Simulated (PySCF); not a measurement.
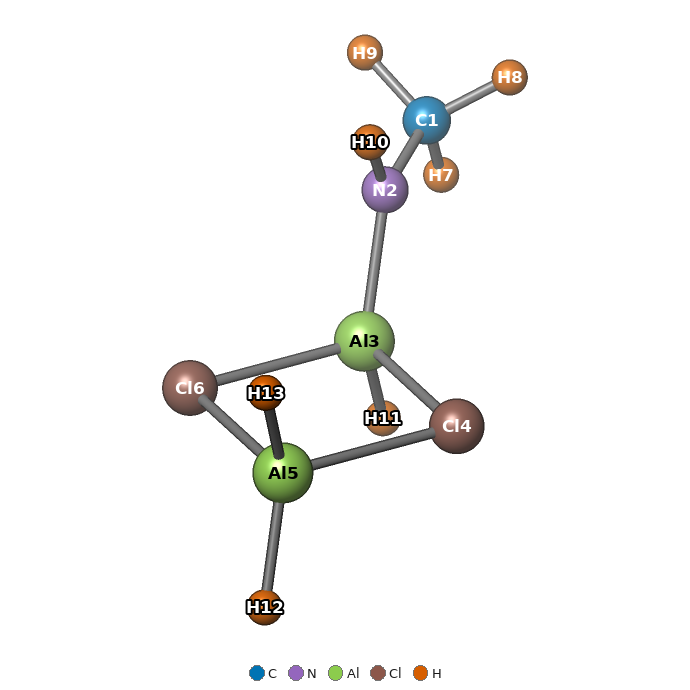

Depth is shown by fading: the farther an atom, the more it takes the colour of the background. The geometry was computed by an optimisation with PBE0-D3(BJ)/def2-SVP. No frequency run is at hand to confirm it as a minimum.

Q: How is the 4-membered ring Al3–Cl4–Al5–Cl6 puckered?

A: It is planar. The Cremer–Pople amplitude Q is 0.01 Å.

Q: Give the torsion angles round the ring, beginning with the bond from its second to its third atom.

A: 0°, 0°, 0°, 0°.
